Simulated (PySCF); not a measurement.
# SiO2 (SMILES O=[Si]=O): levels of theory compared

We compute a comparison of 6 runs (HF/STO-3G, HF/def2-SVP, BLYP/def2-SVP, B3LYP/6-31G*, CAM-B3LYP/6-31+G*, CCSD(T)/def2-SVP) of SiO2. The job is set up through a Python script.

The results are computed with PySCF 2.14.0.

### Step 1. The system as given

The species is SiO2 (3 atoms), meant as a singlet with charge 0. As SMILES, `O=[Si]=O`. Geometry: relaxed at PBE0-D4/def2-TZVP.

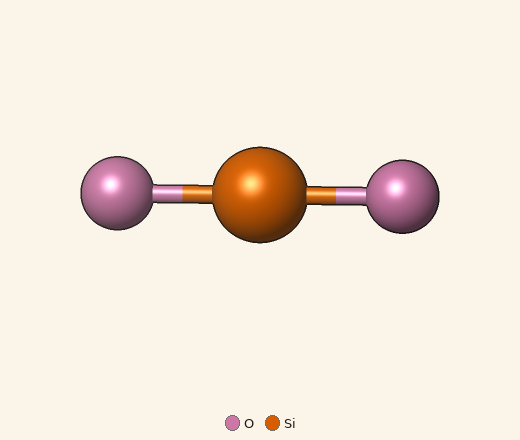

Viewed from a chosen angle; oxygen pink, silicon orange.

### Step 2. Energy and gradient at HF/STO-3G (run 1)

Input file run.py:

```python
import pyscf.grad
from pyscf import gto, scf

mol = gto.M(
    atom='''
O      0.697730     1.229600     0.518760
Si    -0.000010     0.000000     0.000000
O     -0.697730    -1.229610    -0.518760
''',
    verbose=4,
    max_memory=1860,
    basis='sto-3g',
    charge=0,
)

calc0 = scf.RHF(mol)
calc0.conv_tol = 1e-10
calc0.kernel()
if not calc0.converged:
    calc0 = calc0.newton().run(calc0.mo_coeff, calc0.mo_occ)

e_tot = calc0.e_tot
print('E = %.10f Eh' % e_tot)
grad = calc0.Gradients().kernel()
calc0.analyze()
```

Started as:

```bash
$ OMP_NUM_THREADS=1 python run.py
```

What it wrote:

```text
PySCF version 2.14.0

[INPUT] num. atoms = 3
[INPUT] num. electrons = 30
[INPUT] charge = 0
[INPUT] spin (= nelec alpha-beta = 2S) = 0
[INPUT] symmetry False subgroup None
[INPUT] Mole.unit = angstrom
[INPUT] Symbol           X                Y                Z      unit          X                Y                Z       unit  Magmom
[INPUT]  1 O      0.697730000000   1.229600000000   0.518760000000 AA    1.318518608893   2.323607242765   0.980314324379 Bohr   0.0
[INPUT]  2 Si    -0.000010000000   0.000000000000   0.000000000000 AA   -0.000018897261   0.000000000000   0.000000000000 Bohr   0.0
[INPUT]  3 O     -0.697730000000  -1.229610000000  -0.518760000000 AA   -1.318518608893  -2.323626140026  -0.980314324379 Bohr   0.0

[... 54 lines left out ...]
Total Energy =                        -433.136469636082268
[... 3 lines left out ...]
Two-electron Coulomb Energy =          298.464024956829405
[... 5 lines left out ...]
MO #3   energy= -20.1351921953391  occ= 2
[... 3 lines left out ...]
MO #7   energy= -4.02273547810556  occ= 2
[... 3 lines left out ...]
MO #11  energy= -0.40793292951148  occ= 2
[... 3 lines left out ...]
MO #15  energy= -0.286822036214894 occ= 2
[... 3 lines left out ...]
MO #19  energy= 1.0012712412167    occ= 0
[... 25 lines left out ...]
Dipole moment(X, Y, Z, Debye): -0.00009, -0.00007, -0.00004
```

It took 0.93 s on 1 thread of Arm Neoverse V1, shared host; peak memory 0.12 GiB.

### Step 3. Energy and forces at HF/def2-SVP (run 2)

Input file mol.xyz:

```xyz
3
O2Si
O      0.697730     1.229600     0.518760
Si    -0.000010     0.000000     0.000000
O     -0.697730    -1.229610    -0.518760
```

Input file calc.py:

```python
from pyscf import gto

mol = gto.M(
    atom='mol.xyz',
    max_memory=1860,
    verbose=3,
    spin=0,
    basis='def2-svp',
)

mf = mol.RHF()
mf.conv_tol = 1e-10
mf.kernel()
if not mf.converged:
    mf = mf.newton().run(mf.mo_coeff, mf.mo_occ)

etot = mf.e_tot
print(f'total energy: {etot:.8f} hartree')
grad = mf.nuc_grad_method().kernel()
dip = mf.dip_moment()
pop, q = mf.mulliken_pop()
```

Started as:

```bash
$ OMP_NUM_THREADS=1 python calc.py
```

What it wrote:

```text
converged SCF energy = -438.41509453383
total energy: -438.41509453 hartree
--------------- RHF gradients ---------------
         x                y                z
0 O     0.0124787337     0.0219892799     0.0092772703
1 Si    -0.0000021201     0.0000000851    -0.0000003204
2 O    -0.0124766136    -0.0219893650    -0.0092769498
----------------------------------------------
Dipole moment(X, Y, Z, Debye): -0.00007,  0.00003, -0.00000
 ** Mulliken pop  **
pop of  0 O 1s            1.99155
pop of  0 O 2s            1.08487
pop of  0 O 3s            0.74063
pop of  0 O 2px           0.92017
pop of  0 O 2py           0.89265
pop of  0 O 2pz           0.92602
pop of  0 O 3px           0.68905
pop of  0 O 3py           0.58442
pop of  0 O 3pz           0.71128
pop of  0 O 3dxy          0.00331
pop of  0 O 3dyz          0.00304
pop of  0 O 3dz^2         0.00177
pop of  0 O 3dxz          0.00130
pop of  0 O 3dx2-y2       0.00347
pop of  1 Si 1s           1.99927
pop of  1 Si 2s           1.99168
pop of  1 Si 3s           0.91606
pop of  1 Si 4s           0.03402
pop of  1 Si 2px          1.98006
pop of  1 Si 2py          1.98361
pop of  1 Si 2pz          1.97931
pop of  1 Si 3px          0.31474
pop of  1 Si 3py          0.43812
pop of  1 Si 3pz          0.28853
pop of  1 Si 4px          0.17764
pop of  1 Si 4py          0.08436
pop of  1 Si 4pz          0.19745
pop of  1 Si 3dxy         0.11287
pop of  1 Si 3dyz         0.11948
pop of  1 Si 3dz^2        0.07305
pop of  1 Si 3dxz         0.05388
pop of  1 Si 3dx2-y2      0.14881
pop of  2 O 1s            1.99155
pop of  2 O 2s            1.08487
pop of  2 O 3s            0.74063
pop of  2 O 2px           0.92017
pop of  2 O 2py           0.89265
pop of  2 O 2pz           0.92602
pop of  2 O 3px           0.68906
pop of  2 O 3py           0.58442
pop of  2 O 3pz           0.71128
pop of  2 O 3dxy          0.00331
pop of  2 O 3dyz          0.00304
pop of  2 O 3dz^2         0.00177
pop of  2 O 3dxz          0.00130
pop of  2 O 3dx2-y2       0.00347
 ** Mulliken atomic charges  **
charge of    0O =     -0.55353
charge of    1Si =      1.10706
charge of    2O =     -0.55353
```

Run time: 1.2 s. Hardware: 1 thread of Arm Neoverse V1, shared host; peak memory 0.12 GiB.

### Step 4. Energy and gradient at BLYP/def2-SVP (run 3)

Input file input.xyz:

```xyz
3
O2Si
O      0.697730     1.229600     0.518760
Si    -0.000010     0.000000     0.000000
O     -0.697730    -1.229610    -0.518760
```

Input file job.py:

```python
import pyscf.grad
from pyscf import gto, dft

mol = gto.M(
    atom='input.xyz',
    basis='def2-svp',
    max_memory=1860,
    verbose=4,
)

myscf = dft.RKS(mol, xc='blyp')
myscf.conv_tol = 1e-10
myscf.grids.level = 5
myscf.kernel()
if not myscf.converged:
    myscf = myscf.newton().run(myscf.mo_coeff, myscf.mo_occ)

e_final = myscf.e_tot
print('Final energy', e_final)
grad = myscf.Gradients().kernel()
myscf.analyze()
```

Started as:

```bash
$ OMP_NUM_THREADS=1 python job.py
```

What it wrote:

```text
PySCF version 2.14.0

[INPUT] num. atoms = 3
[INPUT] num. electrons = 30
[INPUT] charge = 0
[INPUT] spin (= nelec alpha-beta = 2S) = 0
[INPUT] symmetry False subgroup None
[INPUT] Mole.unit = angstrom
[INPUT] Symbol           X                Y                Z      unit          X                Y                Z       unit  Magmom
[INPUT]  1 O      0.697730000000   1.229600000000   0.518760000000 AA    1.318518608893   2.323607242765   0.980314324379 Bohr   0.0
[INPUT]  2 Si    -0.000010000000   0.000000000000   0.000000000000 AA   -0.000018897261   0.000000000000   0.000000000000 Bohr   0.0
[INPUT]  3 O     -0.697730000000  -1.229610000000  -0.518760000000 AA   -1.318518608893  -2.323626140026  -0.980314324379 Bohr   0.0

[... 79 lines left out ...]
One-electron Energy =                 -786.848303154321457
[... 8 lines left out ...]
MO #4   energy= -5.12855251116333  occ= 2
[... 6 lines left out ...]
MO #11  energy= -0.33530220052665  occ= 2
[... 6 lines left out ...]
MO #18  energy= -0.0421511116374144 occ= 0
[... 6 lines left out ...]
MO #25  energy= 0.542449343977934  occ= 0
[... 6 lines left out ...]
MO #32  energy= 0.992146107472714  occ= 0
[... 6 lines left out ...]
MO #39  energy= 2.55515638391744   occ= 0
[... 6 lines left out ...]
MO #46  energy= 3.26977358231232   occ= 0
[... 52 lines left out ...]
Dipole moment(X, Y, Z, Debye): -0.00004,  0.00002, -0.00000
```

Wall time 5.7 s (1 thread of Arm Neoverse V1, shared host); peak memory 0.48 GiB.

Runs 4 to 5 aren't shown in full; the table further down has their settings and results.

### Step 5. A single-point energy at CCSD(T)/def2-SVP (run 6)

Input file job.py:

```python
from pyscf import gto, cc

mol = gto.M(
    atom='O 0.697730 1.229600 0.518760; Si -0.000010 0.000000 -0.000000; O -0.697730 -1.229610 -0.518760',
    verbose=4,
    basis='def2-svp',
    max_memory=1860,
)

mf = mol.RHF()
mf.conv_tol = 1e-10
mf.kernel()
if not mf.converged:
    mf = mf.newton().run(mf.mo_coeff, mf.mo_occ)

mycc = cc.CCSD(mf, frozen=7)
mycc.kernel()
e_t = mycc.ccsd_t()
energy = mycc.e_tot + e_t
print('E(%s) = %.9f' % ('CCSD(T)', energy))
mf.analyze()
```

Started as:

```bash
$ OMP_NUM_THREADS=1 python job.py
```

What it wrote:

```text
PySCF version 2.14.0

[INPUT] num. atoms = 3
[INPUT] num. electrons = 30
[INPUT] charge = 0
[INPUT] spin (= nelec alpha-beta = 2S) = 0
[INPUT] symmetry False subgroup None
[INPUT] Mole.unit = angstrom
[INPUT] Symbol           X                Y                Z      unit          X                Y                Z       unit  Magmom
[INPUT]  1 O      0.697730000000   1.229600000000   0.518760000000 AA    1.318518608893   2.323607242765   0.980314324379 Bohr   0.0
[INPUT]  2 Si    -0.000010000000   0.000000000000   0.000000000000 AA   -0.000018897261   0.000000000000   0.000000000000 Bohr   0.0
[INPUT]  3 O     -0.697730000000  -1.229610000000  -0.518760000000 AA   -1.318518608893  -2.323626140026  -0.980314324379 Bohr   0.0

[... 81 lines left out ...]
One-electron Energy =                 -786.535620660354425
[... 8 lines left out ...]
MO #4   energy= -6.22768631812224  occ= 2
[... 6 lines left out ...]
MO #11  energy= -0.561359716342436 occ= 2
[... 6 lines left out ...]
MO #18  energy= 0.110717664857977  occ= 0
[... 6 lines left out ...]
MO #25  energy= 0.801940547549733  occ= 0
[... 6 lines left out ...]
MO #32  energy= 1.31180225574236   occ= 0
[... 6 lines left out ...]
MO #39  energy= 3.00738635261107   occ= 0
[... 6 lines left out ...]
MO #46  energy= 3.76169783299133   occ= 0
[... 52 lines left out ...]
Dipole moment(X, Y, Z, Debye): -0.00007,  0.00003, -0.00000
```

It took 2 s on 1 thread of Arm Neoverse V1, shared host; peak memory 0.14 GiB.

### Step 6. The series

```csv
run,level,integration grid,Cartesian functions,energy (Eh),dipole moment (D) of the reference,HOMO energy (eV),LUMO energy (eV),wall time
1,HF/STO-3G,–,no,-433.136470,0.00,-7.80,8.03,0.93 s
2,HF/def2-SVP,–,no,-438.415095,0.00,-13.65,0.35,1.2 s
3,BLYP/def2-SVP,5,no,-439.718714,0.00,-7.78,-3.85,5.7 s
4,B3LYP/6-31G* (Cartesian functions),5,yes,-439.927698,0.00,-9.25,-3.48,6.9 s
5,CAM-B3LYP/6-31+G* (spherical functions),5,no,-439.879201,0.00,-11.50,-2.61,12 s
6,CCSD(T)/def2-SVP,–,no,-438.895747,0.00,-13.65,0.35,2 s
```

### Step 7. Summary of results

| quantity | value |
| --- | --- |
| run 6: total energy | -438.89575 Eh |
| run 6: dipole moment (Hartree–Fock density) | 0.00 D |
| run 6: HOMO energy (Hartree–Fock orbitals) | -13.65 eV |
| run 6: LUMO energy (Hartree–Fock orbitals) | 0.35 eV |
| run 6: HOMO–LUMO gap (Hartree–Fock orbitals) | 14.00 eV |
| run 6: correlation energy (7 core orbitals frozen) | -480.7 mEh |
| run 6: (T) correction | -17.67 mEh |
| run 6: T1 diagnostic | 0.027 |

Over runs 1, 2, 3, 4, 5 the HOMO–LUMO gap runs from 3.93 eV (BLYP/def2-SVP) to 15.84 eV (HF/STO-3G). The two ends differ in method and basis. Totals of different functionals can't be ranked against each other. In run 1 the basis is minimal, so the values are rough. All runs together took 29 s, the longest 12 s.
